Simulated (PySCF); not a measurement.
**C$_{2}$H$_{13}$NSi$_{3}$ (SMILES CN[SiH2][SiH2]C[SiH3]): density, localisation and related maps**

```xyz
19

C    -3.4345    0.8055    0.5325
N    -2.2511   -0.0175    0.5061
Si   -0.9623    0.2346   -0.6057
Si    0.6149   -1.3678   -0.1235
C     2.3428   -0.7792   -0.6608
Si    3.0856    0.6390    0.3548
H    -3.8900    0.7843    1.5247
H    -3.1504    1.8292    0.3004
H    -4.1858    0.4867   -0.1992
H    -2.4528   -0.9610    0.8001
H    -1.3940    0.1952   -2.0240
H    -0.5845    1.6403   -0.3899
H     0.3588   -2.6353   -0.8398
H     0.7083   -1.7706    1.2897
H     2.2988   -0.4780   -1.7087
H     3.0264   -1.6278   -0.6229
H     3.2408    0.2189    1.7492
H     2.2142    1.8144    0.2873
H     4.4051    0.9985   -0.1777
```

Geometry: GFN2-xTB.

Computed with wB97X-D/def2-SVPD, SCF density, gas phase in PySCF.

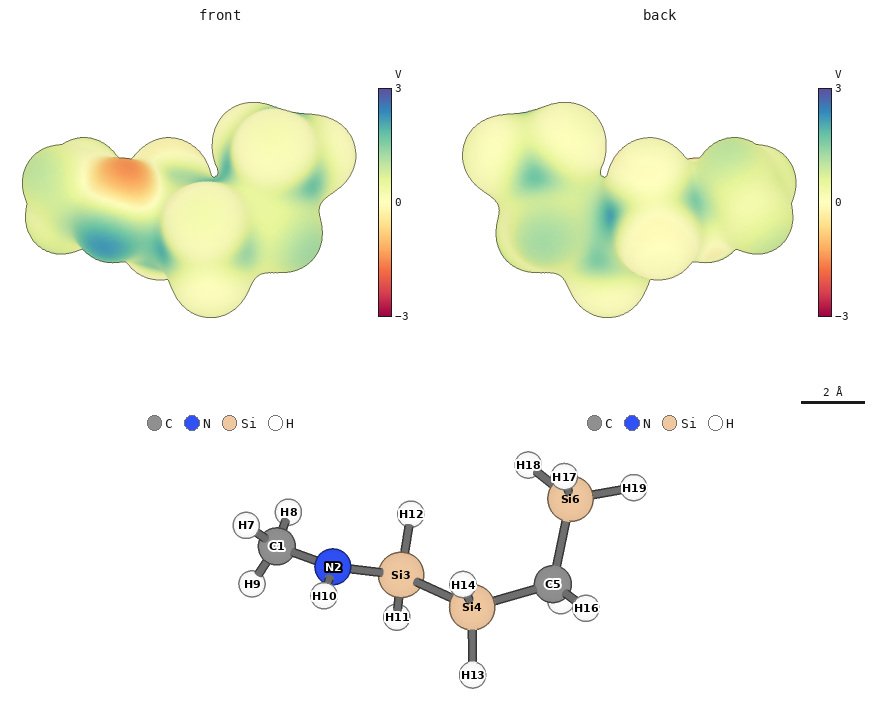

Figure 1. The molecular electrostatic potential painted on the density surface at 0.004 e/bohr³, seen from the front and from behind; red is negative and blue positive. The bare structure is drawn below in the same view.

Where is the surface potential most negative and most positive?

Answer. The most negative region (about −1.4 V) lies over N2, the most positive (about +2.1 V) over Si3 and H10. N2 is the likeliest acceptor of a hydrogen bond.

What dipole moment does the calculation give?

Answer. Its dipole moment is 1.00 D.

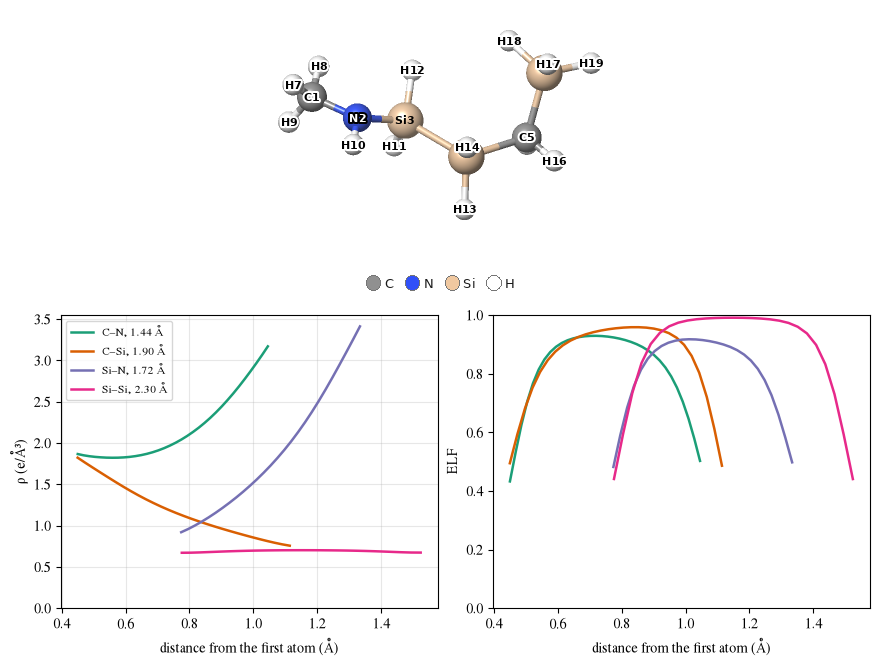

Figure 2. Electron density and ELF along straight lines between neighbouring atoms. The curves leave out the atomic cores. The structure is drawn too.

What can be read from the curves?

Answer. C–N (1.44 Å): ρ at the midpoint is about 1.9 e/Å³; the ELF peaks at about 0.95 between the atoms, as expected for a shared electron pair.
C–Si (1.90 Å): ρ at the midpoint is about 0.91 e/Å³; the ELF peaks at about 0.95 between the atoms (a covalent bond).
Si–N (1.72 Å): ρ at the midpoint is about 1.1 e/Å³; the ELF peaks at about 0.90 between the atoms (a shared but strongly polarised pair).
Si–Si (2.30 Å): ρ is about 0.7 e/Å³ halfway; the ELF peaks at about 1 between the atoms, as expected for a covalent bond.
